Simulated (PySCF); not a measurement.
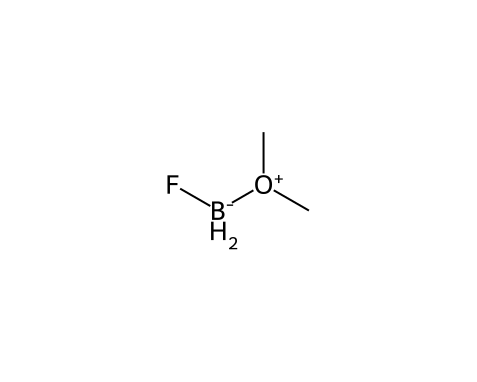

2D structure.

**Write the SMILES.**

C[O+](C)[BH2-]F

**Give the formula, hydrogens included.**

C2H8BFO.

**An optimisation with PBE0-D3(BJ)/def2-SVP gave a structure of which point group?**

Cs. Other conformers may differ.

More results for the same structure follow; atom numbers are the same in all pictures, views and colours differ. The computed structure is the end point of a PBE0-D3(BJ)/def2-SVP optimisation. No frequency run is at hand to confirm it as a minimum.

**Shape**

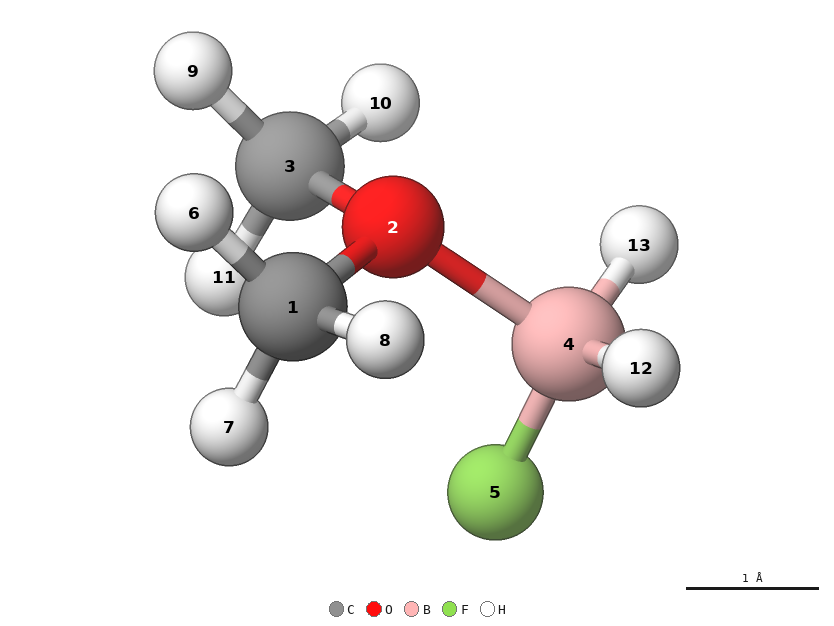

No frequency run is at hand to confirm it as a minimum.

Give these bond angles: O2–C1–H6, O2–C1–H7, C1–O2–C3, C1–O2–B4, O2–C3–H9, O2–C1–H8, O2–C3–H11, O2–B4–F5, O2–B4–H12, O2–B4–H13, F5–B4–H12, F5–B4–H13.

```
    angle  degrees
 O2–C1–H6    109.0
 O2–C1–H7    110.3
 C1–O2–C3    113.7
 C1–O2–B4    113.7
 O2–C3–H9    109.0
 O2–C1–H8    106.7
O2–C3–H11    110.3
 O2–B4–F5    103.0
O2–B4–H12    101.4
O2–B4–H13    101.4
F5–B4–H12    114.8
F5–B4–H13    114.8
```

**NMR shielding**

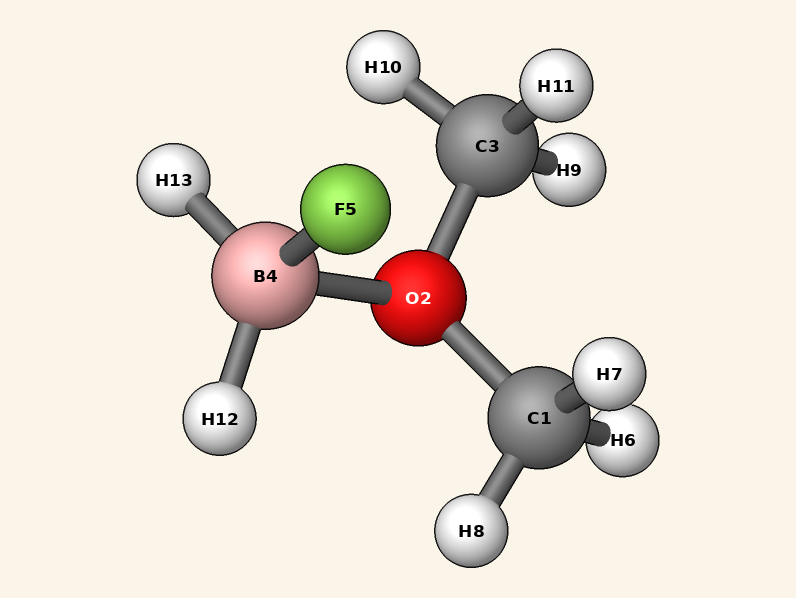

No frequency run is at hand to confirm it as a minimum. Properties computed with GIAO PBE0/IGLO-III NMR shielding, non-relativistic, gas phase (PySCF 2.14.0). Principal shieldings σ11 ≤ σ22 ≤ σ33, span Ω = σ33 − σ11, skew κ = 3(σiso − σ22)/Ω.

Give the shielding tensors of the F atoms.

```csv
atom,σ11,σ22,σ33,σiso,Ω,κ
F5,293.2,297.0,512.1,367.4,219.0,0.97
```

Shieldings and span in ppm.

**Excitation**

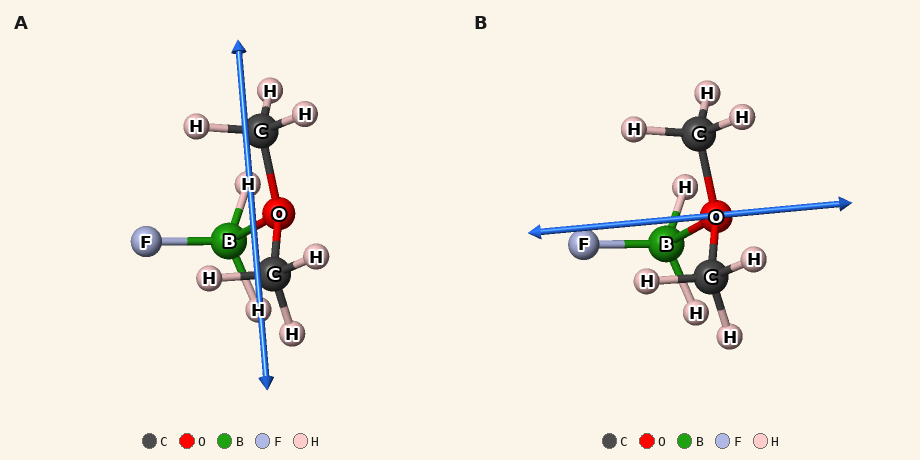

The double arrows show the directions of two transition dipoles from the ground state (lengths mean nothing). No frequency run is at hand to confirm it as a minimum. Method: TDDFT HF/def2-SVPD, vertical, gas phase, core orbitals frozen in the response (PySCF 2.14.0).

**One belongs to singlet state 1 and one to singlet state 7. Which is which?**

A: state 1, 9.35 eV (133 nm), oscillator strength 0.086, of mixed character, with the largest part HOMO → LUMO (weight 0.47).
B: state 7, 11.04 eV (112 nm), oscillator strength 0.054, of mixed character, with the largest part HOMO−1 → LUMO (weight 0.23).

**Charges**

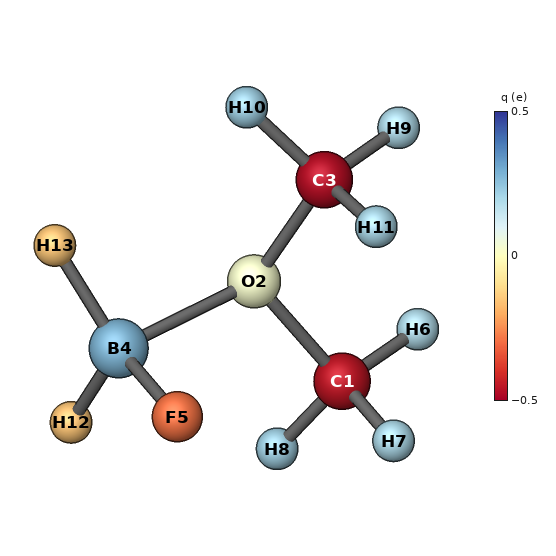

Atoms are coloured by their ESP-fitted charges. No frequency run is at hand to confirm it as a minimum. Properties computed with PBE0/cc-pVTZ, gas phase (PySCF 2.14.0).

**Which atom carries the highest charge (most positive or least negative)?**

B4 (0.27 e).

**And the lowest?**

C1, C3 (−0.46 to −0.45 e).

Give the ESP-fitted charges atom by atom.

```tsv
atom	value (e)
C1	−0.45
O2	0.02
C3	−0.46
B4	0.27
F5	−0.29
H6	0.19
H7	0.19
H8	0.21
H9	0.19
H10	0.22
H11	0.20
H12	−0.15
H13	−0.15
```

**Polarisability**

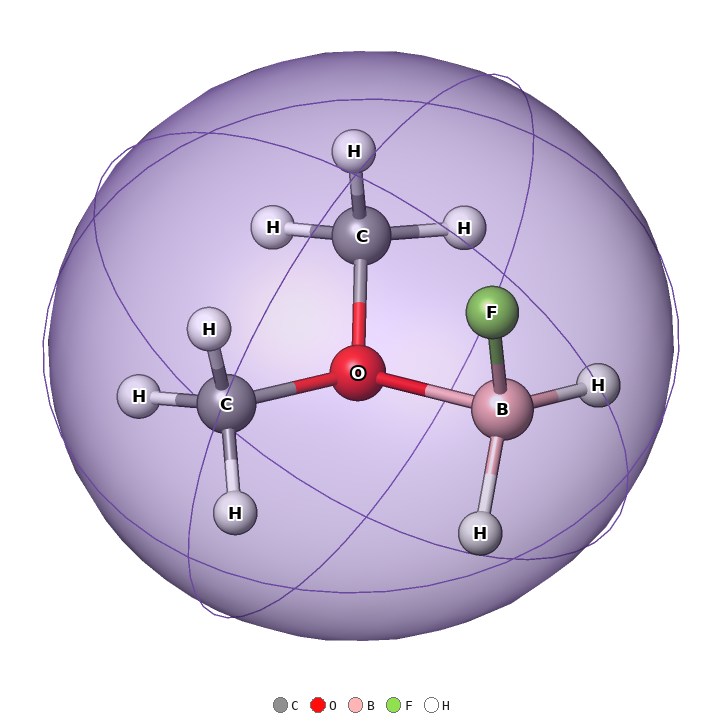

The ellipsoid shows the static dipole polarisability: its half-axes are proportional to the principal values. No frequency run is at hand to confirm it as a minimum. Method: HF/def2-SVPD (PySCF 2.14.0).

**How large and how anisotropic is the polarisability?**

Principal values 39.9, 47.0, 47.7 bohr³; mean 44.9 bohr³ (6.65 Å³); anisotropy 7.5 bohr³, so the longest axis is 1.20 times the shortest.
